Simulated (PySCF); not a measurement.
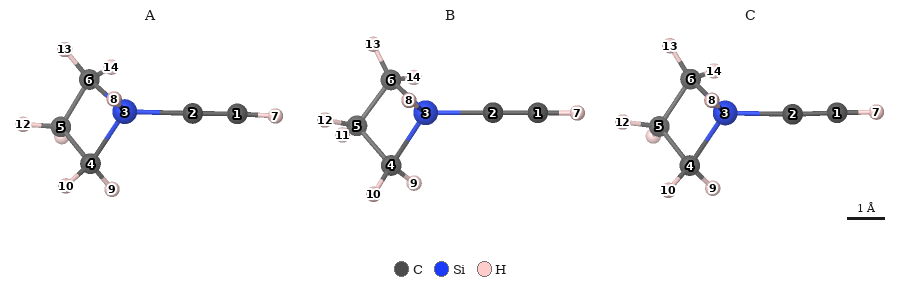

3 geometries from one relaxation of C5H8Si, in shuffled order. Style: ball-and-stick. Shown at a tilt.

The start comes from GFN2-xTB. Its atoms were then displaced at random by about 0.01 Å.

Level of theory: PBE0-D3(BJ)/def2-SVP geometry optimisation, gas phase in PySCF 2.14.0, density-fitted response routines. 

Q: Order the frames from highest to lowest energy.

A: A, C, B. They are steps 0, 7, 13, at +4.15 kcal/mol, +0.45 kcal/mol relative to the last. The largest move after the best rigid fit is that of H11, 0.57 Å. By element the largest moves are H 0.57 Å, C 0.18 Å, Si 0.14 Å. Among the contacts that change: C5–H12 1.070 → 1.102 Å, C2–Si3 1.864 → 1.835 Å, C1–H7 1.047 → 1.076 Å, Si3–H8 1.470 → 1.493 Å. Among the angles between lasting bonds that change: Si3–C4–H9 117.1° → 110.3°, C5–C4–H10 111.0° → 116.8°, Si3–C6–H14 115.6° → 110.1°. After 13 geometry steps the energy has fallen by 4.15 kcal/mol. Cost: 76 s on 1 thread of Arm Neoverse V2, with other jobs on the host.
